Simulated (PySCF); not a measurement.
System: TlBr.

```yaml
atoms:
  - { symbol: Tl, position_ang: [0.0000, 0.0000, -0.7375] }
  - { symbol: Br, position_ang: [0.0000, 0.0000, 1.9155] }
```

Core potentials replace the inner electrons of Tl.

Level of theory: PBE0/cc-pVTZ(-PP), non-relativistic Hamiltonian with scalar-relativistic core potentials where named, at a bond length of 2.653 Å (PySCF 2.14.0).

### What will maps of the electron density and electron localisation function show?

Tl–Br (2.65 Å): ρ at the midpoint is about 0.41 e/Å³; the ELF peaks at about 0.75 in the valence shell of Br, 1.0 Å from its nucleus, and drops to about 0.20 between the two atoms.

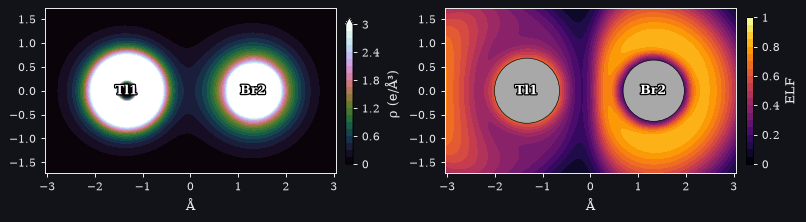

Computed electron density and electron localisation function on a plane that holds the molecular axis, in this order. Grey discs cover the atomic cores in the ELF map. 
